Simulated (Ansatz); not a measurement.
# Si (triplet): energies up the ladder

Wanted for Si (triplet): energies up the ladder. Spin multiplicity 3.

Program: Ansatz 0.2.0. Level of theory: the levels named in each step. These are calculated values, not measurements.

### 1 The structure to begin with

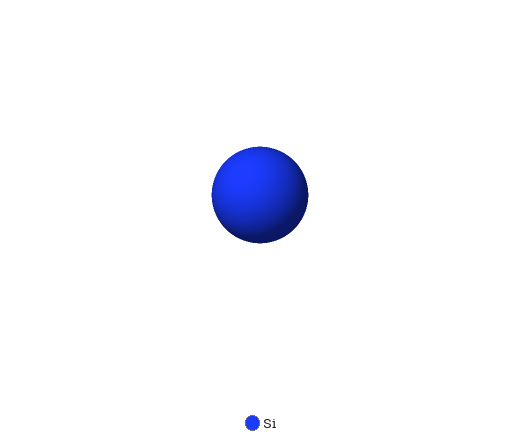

Start, viewed from a chosen angle; silicon blue.

Structure file:

```xyz
1

Si    0.0000    0.0000    0.0000
```

### 2 Single point, PBE0/def2-TZVPP

The input, input.yaml:

```yaml
crystal:
  periodic: [false, false, false]
  atoms:
    - { symbol: Si, position_ang: [0.0, 0.0, 0.0] }
magnetization:
  spin_polarized: true
  initial_magnetization: 2
basis:
  gaussian: { orbitals: def2-TZVPP }
hamiltonian:
  xc: pbe0
```

Run with:

```bash
$ ansatz run input.yaml --threads 1 --pin off --max-ram 2560MiB --backend cpu --events-out ev --progress --plain --runs-dir out
```

Further steps of the session: Single point, PBE/def2-TZVPP; Single point, r2SCAN/def2-TZVPP; Single point, B3LYP/def2-TZVPP; Single point, wB97M-V/def2-TZVPP; Single point, B2PLYP/def2-TZVPP; Single point, LDA/def2-TZVPP; Single point, PBE0/def2-SVP; Single point, PBE/def2-SVP; Single point, CCSD(T)/def2-TZVPP; Single point, CCSD(T)/def2-QZVPP.

What does the calculation give? Wanted: energy at CCSD(T)/CBS.

As calculated:

| quantity | value |
| --- | --- |
| energy at CCSD(T)/CBS | -7862.500 eV |

These totals serve in differences with atoms or fragments at the same level; alone they don't rank the methods.
